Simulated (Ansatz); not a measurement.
# What TiGe (model cell, started as zinc blende) distorts into, part 3 of 3

Aim: this structure of TiGe (model cell, started as zinc blende) is to be tested for unstable modes, and one is followed downhill.

Ansatz 0.2.0; DFT PBE, scalar-relativistic, plane waves, PAW.

So far. Step 4 (The mode frozen in, largest atomic shift 0.6 Å): The run ends at a pressure of -8.45 GPa, with forces up to 0.38 eV/Å. Step 5 (Energy along the mode, all amplitudes (two of the runs …): The lowest of the steps tried is the last one, at 0.6 Å, 99.8 meV/atom below the parent; the bottom of the well need not coincide with a step.

The structure was built from a prototype and need not be the compound's stable phase.

### 6. Relaxation from the frozen mode (continued)

The steps of the relaxation:

```
step  energy less that of the first step (eV)  largest force component (eV/Å)  pressure (GPa)  volume (Å³)
   1                                   0.0000                          0.3846           -8.45       199.80
   2                                  -1.3842                          0.7590           -3.52       174.16
   3                                  -2.8240                          0.8673           -1.40       156.45
   4                                  -3.8247                          1.0545           -0.54       146.35
   5                                  -4.6289                          0.8528            1.50       139.78
   6                                  -5.0329                          0.2437            1.91       138.90
   7                                  -5.0600                          0.0581            1.04       140.28
   8                                  -5.0647                          0.0158           -0.22       141.96
   9                                  -5.0650                          0.0040            0.03       141.66
  10                                  -5.0650                          0.0001            0.00       141.68
 11*                                  -5.0571                          0.0002            0.00       141.68
```

Relaxation steps marked * repeat the geometry before them on a plane-wave basis chosen anew for their cell, so energy and pressure can jump there.

The run keeps the 8 symmetry operations that it works with, so distortions that break them were not tested.

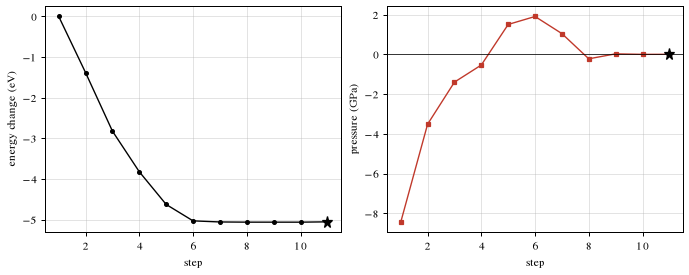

Energy and pressure along the relaxation. Stars mark steps on a basis chosen anew.

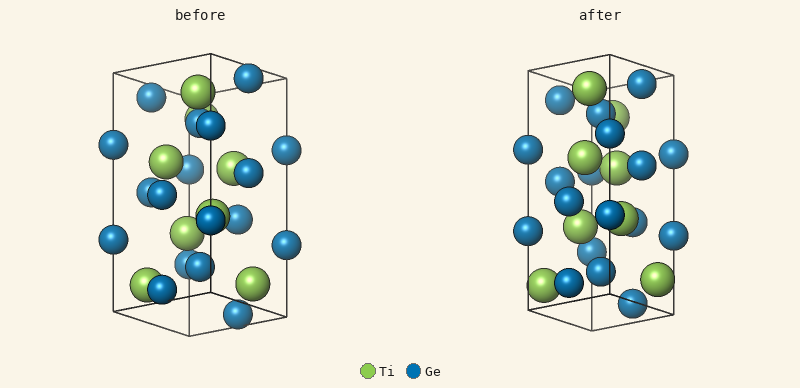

Before and after, at one scale.

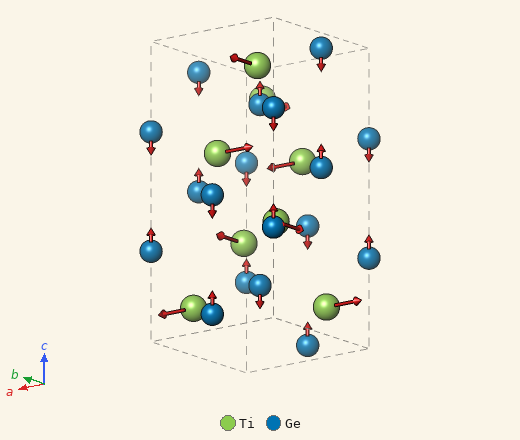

Displacements in the relaxation, exaggerated, measured against the changing cell; the longest in the cell stands for 0.75 Å. Some periodic images of atoms are drawn too.

```
     cell as run  before  after   change
           a (Å)   5.846  4.915  -15.9 %
           b (Å)   5.846  4.915  -15.9 %
           c (Å)   7.160  6.818   -4.8 %
           α (°)   65.91  68.87   +4.5 %
           β (°)   65.91  68.87   +4.5 %
volume (Å³/atom)   24.98  17.71  -29.1 %
```

The atoms that moved most (Å, as changes of fractional coordinates times the final cell):

```
atom      dx      dy      dz  length
 Ti4   0.000   0.000   0.749   0.749
 Ti3   0.000   0.000  -0.749   0.749
 Ti1  -0.749   0.000   0.000   0.749
 Ti2   0.749   0.000   0.000   0.749
 Ge7   0.000  -0.336   0.000   0.336
 Ge5   0.000   0.336   0.000   0.336
 Ge6   0.000  -0.336   0.000   0.336
 Ge8   0.000   0.336   0.000   0.336
```

This step gave:

| Property | Result |
| --- | --- |
| pressure | 0.002415 GPa |
| volume per atom | 17.71 Å³ |

The distorted start has space group I-42d; the relaxation ends in I4_1/amd.

### 7. The new phase in its own primitive cell

The relaxed structure is symmetrised, reduced to its primitive cell and relaxed tightly, as its phonons need.

The input, input.yaml:

```yaml
crystal:
  lattice:
    - [-2.4573442889, 2.4573442889, 5.8656969608]
    - [2.4573442889, -2.4573442889, 5.8656969608]
    - [2.4573442889, 2.4573442889, -5.8656969608]
  atoms:
    - { symbol: Ti, position: [0.875, 0.625, 0.75] }
    - { symbol: Ti, position: [0.875, 0.125, 0.25] }
    - { symbol: Ti, position: [0.875, 0.125, 0.75] }
    - { symbol: Ti, position: [0.375, 0.125, 0.25] }
    - { symbol: Ge, position: [0.4200523253, 0.9200523253, 0.5] }
    - { symbol: Ge, position: [0.0799476747, 0.5799476747, 0.5] }
    - { symbol: Ge, position: [0.3299476747, 0.3299476747, 0.0] }
    - { symbol: Ge, position: [0.6700523253, 0.6700523253, 0.0] }
kpoints:
  mp_grid: { grid: [10, 10, 10] }
hamiltonian:
  xc: pbe
scf:
  occupations: { method: gaussian, width: 0.01 }
output:
  forces: true
  stress: true
  eigenvalues: true
relax:
  adjacent_minimum: "off"
  f_tol: 0.001
  max_steps: 60
  cell: { stress_tol: 0.01 }
```

Launch:

```console
$ ansatz run input.yaml --threads 4 --pin off --max-ram 7168MiB --backend cpu --events-out ev --progress --plain --runs-dir out
```

Numbers of over 12 decimals in the logs are rounded to 6 here.

What it wrote:

```text
[...]
Crystal: 8 atoms, lattice volume = 141.681 Å³
Basis set: ecut = 420 eV, 2775 PW (Γ), exchange–correlation on 96×96×96 points (8 copies of the dense FFT grid, shifted against one another)
Bands: 63, of which v1, the nominal top of the filled ones, is band 52 counted from 1 (51 counted from 0)
Symmetry: 16 space group operations
[...]
k-points: 102 of 1000
[...]
- [2.455128, 2.455128, -5.861676]
  atoms:
    - { symbol: Ti, position: [0.875, 0.625, 0.75] }
    - { symbol: Ti, position: [0.875, 0.125000, 0.25] }
    - { symbol: Ti, position: [0.875, 0.125000, 0.75] }
    - { symbol: Ti, position: [0.375, 0.125, 0.25] }
    - { symbol: Ge, position: [0.420050, 0.920050, 0.5] }
    - { symbol: Ge, position: [0.079950, 0.579950, 0.5] }
    - { symbol: Ge, position: [0.329950, 0.329950, 0] }
    - { symbol: Ge, position: [0.670050, 0.670050, 0] }
[key lines of the parts left out:]
SCF converged after 9 iterations
Free energy (F): -27181.127512 eV
Fermi energy:    12.136463 eV
P = ⅓ Tr σ = -0.0001 GPa (-0.001 kbar)
```

Elapsed: 2.9 min, on 4 threads of Arm Neoverse N1, shared host; peak memory 1 GiB; 11 min of CPU time.

Little changed from the start: no atom moved by 0.005 Å and no cell edge by 0.1 %.

Numbers from this step:

```yaml
pressure: -5.22e-5 GPa
volume_per_atom: 17.67 Å³
```

The largest force component left is 0.0073 meV/Å and the pressure is 0.000 GPa, within the tolerances set. The cell now holds 17.67 Å³/atom.

### 8. Summary of results

| Property | Result |
| --- | --- |
| unstable mode of the parent | q = (0.25, -0.5, -0.25), 31i cm⁻¹ |
| depth at the lowest point sampled | 99.8 meV/atom |
| largest atomic shift at that point | 0.6 Å |
| space group reached (within 0.01 Å) | I4_1/amd |
| energy gained over the parent (first relaxation, on the mesh of the frozen mode) | 732 meV/atom |
| volume per atom, phase reached | 17.7 Å³ |

**Reading.** Along this mode the structure falls into I4_1/amd, 732 meV/atom below the parent. At the parent's cell the well is 99.81 meV/atom deep on the steps tried, with its lowest point at a shift of 0.6 Å. That is the last step tried, so the steps alone don't bracket the bottom of the well. Relaxing atoms and cell changes the gain by +632.10 meV/atom against the lowest step (energies at zero smearing). Most of the total comes from this relaxation. The modes of the phase reached were not computed on this path. Of the 3 patterns followed to their end from this parent, this one reaches the lowest energy. Each path keeps the symmetry of its pattern, so a lower phase may lie along a pattern not tried. The program warns that the interpolation holds no quadrupole term, so branches close to Γ can be off in this crystal. The volume moved by more than a tenth on the k mesh of the start, so the energy gain is rough. The starting cell was built on a prototype and not taken from a measurement, so the phase need not exist.

[Logs are printed without paths, hosts, clocks, repeated set-up lines and the standing remarks that a program may print on its own settings, such as how far it seeks lower states.]

[Hosts, paths, dates, database ids (printed as entryN), source tags and the programs' standing remarks are cut or masked in the printed files.]
